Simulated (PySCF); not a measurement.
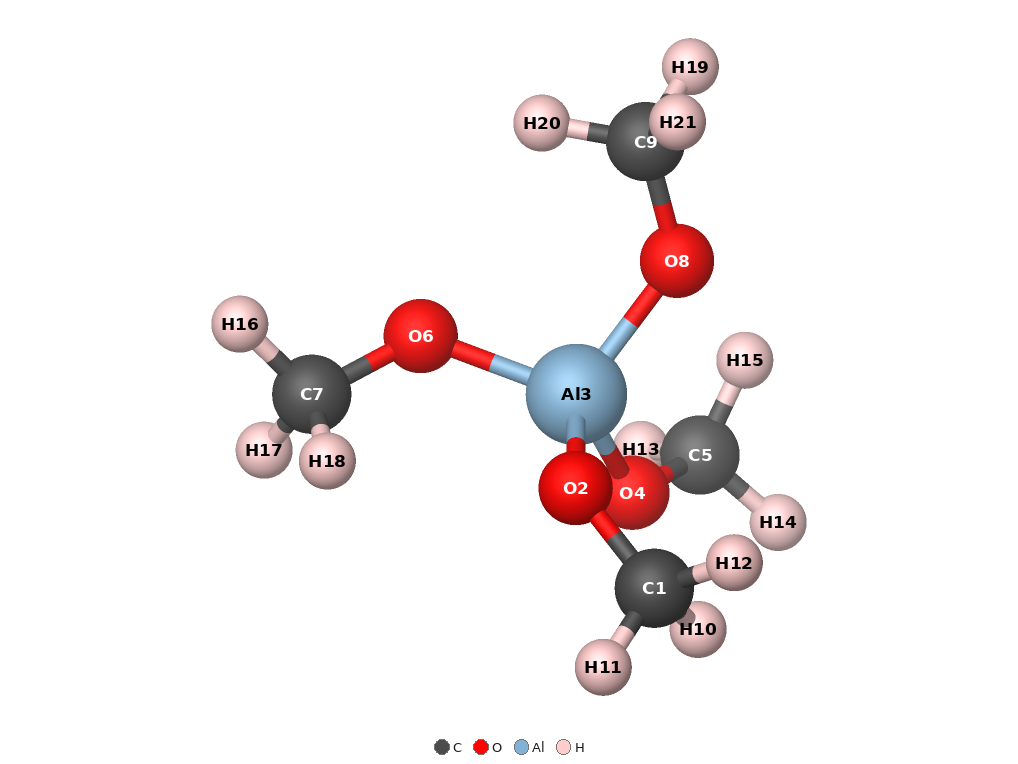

Charge −1, singlet. The computed structure is the end point of a PBE0-D3(BJ)/def2-SVP optimisation. No frequency run is at hand to confirm it as a minimum. Method: delta-SCF UKS SCAN, pcX-2 on the ionised atom, pcseg-1 elsewhere, spin-free X2C (PySCF 2.14.0).

Give the core-electron binding energies (to vacuum; p and d levels without spin–orbit splitting) of C1 1s, O2 1s, Al3 1s, Al3 2p.

```
atom  level  binding energy (eV)
  C1     1s                287.8
  O2     1s                532.3
 Al3     1s               1561.3
 Al3     2p                 74.7
```
